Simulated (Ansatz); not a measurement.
# Ligand exchange: C3H7FSn + C3H5F3O → C3H8Sn + C3H4F4O

Gas-phase species: C3H7FSn `C=C[CH2][SnH2][F]`, singlet; C3H5F3O `FCOCC(F)F`, singlet; C3H8Sn `C=C[CH2][SnH3]`, singlet; C3H4F4O `FCOC(F)C(F)F`, singlet. The partners trade F for H: Sn–F and C–H bonds give way to Sn–H and C–F.

Shapes, held fixed at every level: PBE0-D4/def2-TZVP. Flexible molecules stand in one conformer, not always the lowest. Programs: Ansatz 0.2.0. The zero-point and thermal change to 298 K, harmonic and unscaled (PBE0-D4/def2-TZVP), is -8.6 kJ/mol.

| level | kind | ΔH(298 K) (kJ/mol) |
| --- | --- | --- |
| SPW92/def2-TZVPP | LDA | +85.5 |
| PBE-D4/def2-TZVPP | GGA | +104.4 |
| r2SCAN-D4/def2-TZVPP | meta-GGA | +105.9 |
| B3LYP-D4/def2-TZVPP | global hybrid | +109.8 |
| BHLYP-D4/def2-TZVPP | global hybrid | +107.7 |
| r2SCAN0-D4/def2-TZVPP | global hybrid | +102.6 |
| B2PLYP/def2-TZVPP | double hybrid | +111.0 |
| MP2/def2-TZVPP | perturbation theory | +109.9 |

MP2/def2-TZVPP gives ΔH(298 K) = +109.9 kJ/mol; the levels span +85.5 to +111.0. The median of the levels is +106.8. No measured value is set beside it here. For atoms past krypton def2 sets carry core potentials with scalar relativity. Outer-core shells of Sn are correlated, in sets that cover them unevenly.

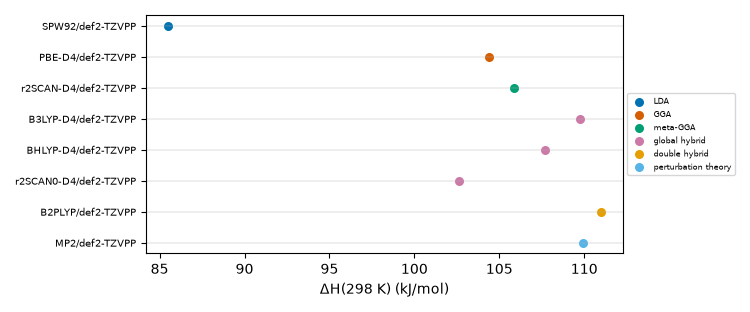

The values of the table, level by level.
